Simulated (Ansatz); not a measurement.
A relaxed structure of MgO. All values below come from PBE (plane waves to 420 eV, PAW, scalar-relativistic; Ansatz, a quantum-chemistry and plane-wave program).

Fm-3m (No. 225), cF8, rock salt type; a = b = c = 4.254 Å, α = β = γ = 90.00°.

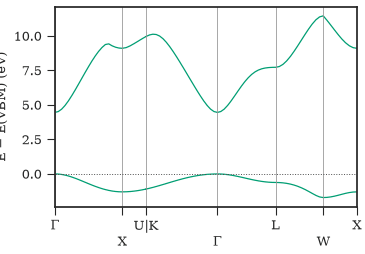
Figure. Highest filled and lowest empty band along the path of this cell's Brillouin zone

Problem. Read off the gap and say whether it is direct.

Solution. 4.46 eV, direct at Γ (no spin-orbit coupling).

Problem. How far does the top valence band disperse along this path?

Solution. About 1.7 eV.

No spin polarisation in the result.

Measured for MgO: a 4.189 Å (static lattice; corrected from measurement; as listed in Daniel Mejia-Rodriguez, S. B. Trickey, Phys. Rev. B (2018)); gap 8.36 eV (static lattice; corrected from measurement; as listed in Wei Chen et al., Physical Review Materials (2018)). Computed minus measured — a: PBE +1.5 %; gap: PBE -3.90 eV. The computed values are for a static lattice, and a measured gap can be an optical one, lowered by exciton binding.

The run could not lose the symmetry of its start.
